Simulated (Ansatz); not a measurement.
**C2H6O2Si: density, localisation and related maps**

Input

```
crystal:
  periodic: [false, false, false]
  atoms:
    - { symbol: O, position_ang: [-1.5766, 1.2415, 1.1354] }
    - { symbol: Si, position_ang: [-0.665, 0.8191, -0.1271] }
    - { symbol: C, position_ang: [-0.3185, -0.9748, -0.3268] }
    - { symbol: C, position_ang: [1.259, -0.4909, -0.2157] }
    - { symbol: O, position_ang: [0.9229, 0.7965, 0.3581] }
    - { symbol: H, position_ang: [-1.1522, 1.4827, 1.9499] }
    - { symbol: H, position_ang: [-0.8036, 1.6168, -1.3585] }
    - { symbol: H, position_ang: [-0.5132, -1.43, -1.2682] }
    - { symbol: H, position_ang: [-0.6045, -1.5928, 0.5593] }
    - { symbol: H, position_ang: [1.7134, -0.4089, -1.1508] }
    - { symbol: H, position_ang: [1.8037, -1.1163, 0.4652] }
basis:
  gaussian: { orbitals: def2-SVP }
hamiltonian:
  xc: pbe
  dispersion: d4
relax:
  f_tol: 0.02
  max_steps: 50
output:
  orbitals: {}
```

Run with:

```sh
ansatz run input.yaml --threads 2 --pin off --max-ram 3072MiB --backend cpu --events-out ev --progress --plain --runs-dir out
```

The fields are those of the relaxed geometry.

Computed with RKS PBE-D4/def2-SVP (Ansatz 0.2.0).

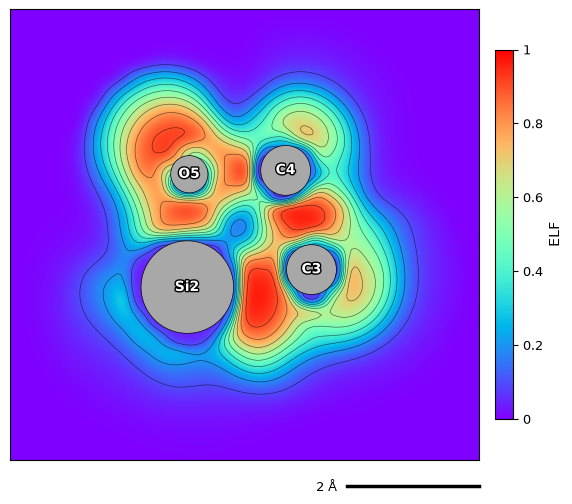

Figure 1. ELF on the plane of atoms Si2, O5 and C4. Grey discs cover the atomic cores.

Read the bonding off the picture.

Atoms in the plane: Si, C and O. C–O (1.46 Å): the ELF peaks at about 0.90 between the atoms; a polar covalent bond. C–C (1.55 Å): the ELF peaks at about 0.95 between the atoms (a covalent bond). C–Si (1.90 Å): the ELF peaks at about 0.95 between the atoms, as expected for localised, covalent bonding. The ELF also peaks beside O5, away from the bonds: lone-pair regions.

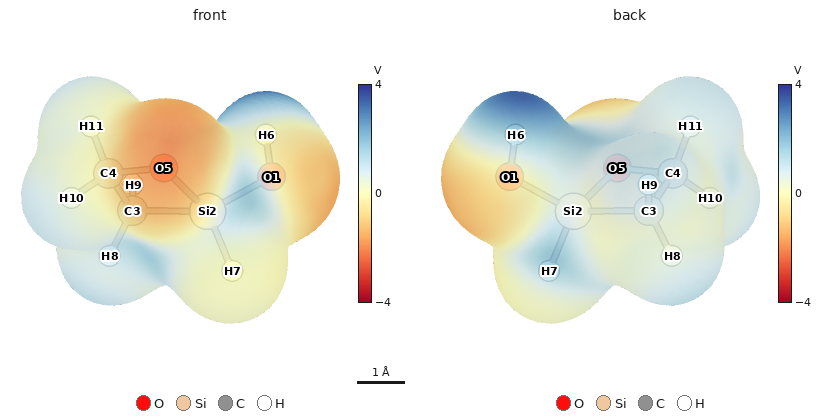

Figure 2. The molecular electrostatic potential painted on the density surface at 0.004 e/bohr³, seen from the front and from behind; the colour scale runs from red (negative) to blue (positive).

Where is the surface potential most negative and most positive?

The most negative region (about −1.9 V) lies over O5, the most positive (about +3.3 V) over H6. O5 is the likeliest acceptor of a hydrogen bond.

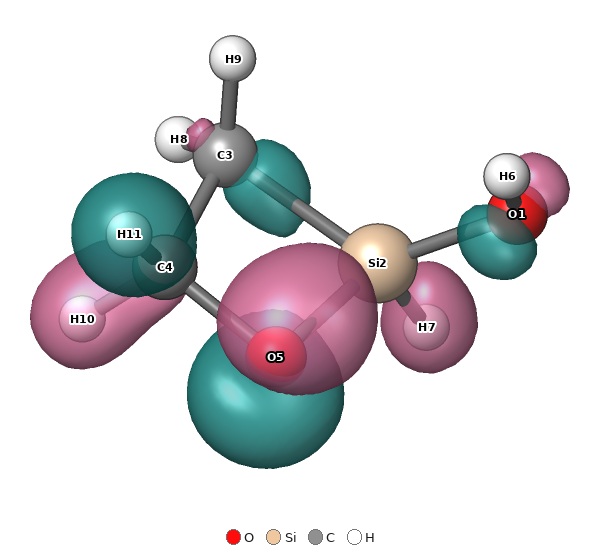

Figure 3. The HOMO at ±0.15 Å⁻³ᐟ² (teal and pink are the two phases), seen from one side.

Where does this orbital lie, and at what energy?

Its weight (Hirshfeld) is mainly on O5 (about 55 %), C4 (about 10 %) and H11 (about 5 %). Its energy is −6.25 eV.
